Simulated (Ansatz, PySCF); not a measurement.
CH4 (SMILES C) and HI (SMILES I) are pulled apart as rigid monomers along the line of their centres of mass, from the B3LYP-D3(BJ)/def2-TZVP minimum. Starting geometry (charge 0, multiplicity 1):
```tsv
atom	x (Å)	y (Å)	z (Å)
C	-0.1406	-0.0624	-0.1220
H	-0.9665	0.4336	0.3869
H	-0.2462	0.0772	-1.1969
H	0.8051	0.3694	0.2042
H	-0.1561	-1.1282	0.1040
I	0.2620	-0.6072	4.1568
H	0.1332	-0.4224	2.5576
```

Interaction energies with rigid monomers; basis-set methods are counterpoise corrected unless marked otherwise.

Correlated levels freeze the cores. Filled d and f shells under p-block atoms count as core.

The values were computed with Ansatz (a program for electronic structure) with Gaussian orbitals; PySCF for the dispersion terms. Values without a source in brackets are computed. In def2 rows elements past Kr take small-core potentials, without spin–orbit coupling.

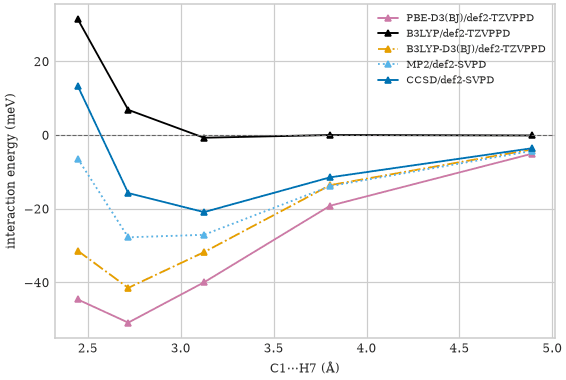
Figure: Interaction energy against separation

Q: Which level binds most strongly at C1···H7 = 2.72, and by how much?

A: PBE-D3(BJ)/def2-TZVPPD, -51 meV.
